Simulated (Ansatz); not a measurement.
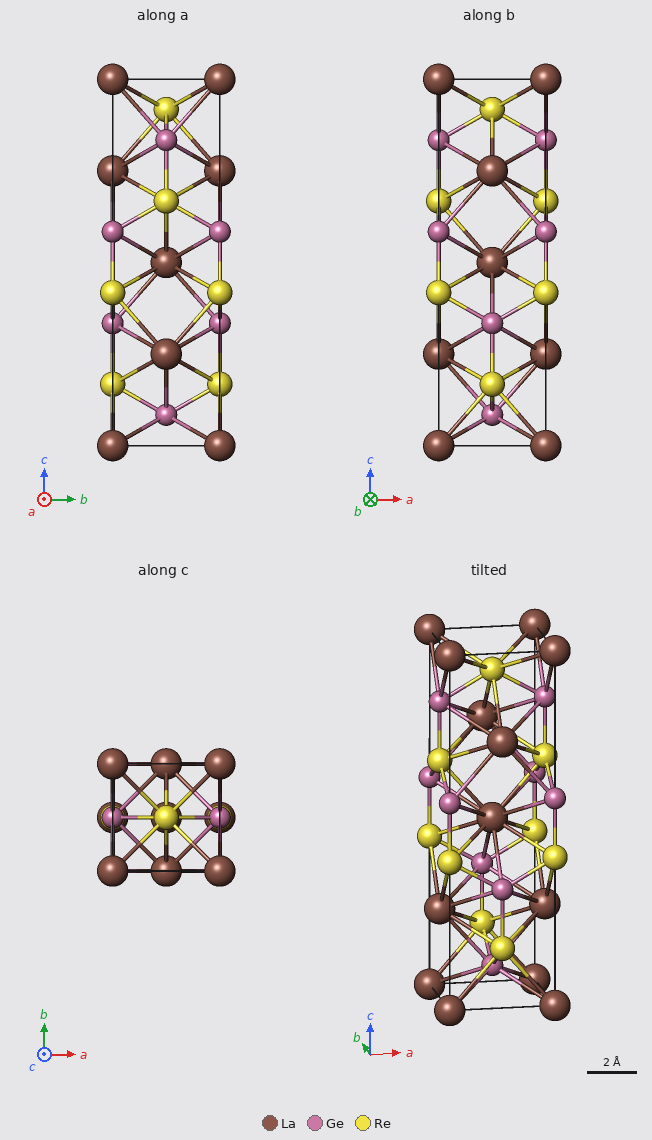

Ball-and-stick drawing of the structure, looking along the a axis, along the b axis, along the c axis and slightly off an axis. The parallelepiped is the conventional unit cell.

Lattice parameters: a = 4.3959 Å, b = 4.3959 Å, c = 15.0329 Å, α = 90.000°, β = 90.000°, γ = 90.000°.

Q: Set out the cell and atoms as a CIF with its space group and independent sites, with free fractional coordinates to two decimals.

A:
```cif
data_structure
_symmetry_space_group_name_H-M 'I 41 m d'
_symmetry_Int_Tables_number 109
_cell_length_a 4.3959
_cell_length_b 4.3959
_cell_length_c 15.0329
_cell_angle_alpha 90.000
_cell_angle_beta 90.000
_cell_angle_gamma 90.000
_cell_volume 290.50
loop_
_atom_site_label
_atom_site_type_symbol
_atom_site_symmetry_multiplicity
_atom_site_Wyckoff_symbol
_atom_site_fract_x
_atom_site_fract_y
_atom_site_fract_z
_atom_site_occupancy
La1 La 4 a 0.00 0.00 0.00 1
Ge1 Ge 4 a 0.50 0.50 0.08 1
Re1 Re 4 a 0.00 0.00 0.42 1
```

Where the cell comes from: a generated cell, made by putting these elements into a known structure type (the compound may or may not exist in this form). No relaxation was applied. It was run through Ansatz as a DFT input.

At this level of theory the cell isn't at rest (stretched, at -5 GPa), so its distances can differ from those at equilibrium, the more so the softer the solid.
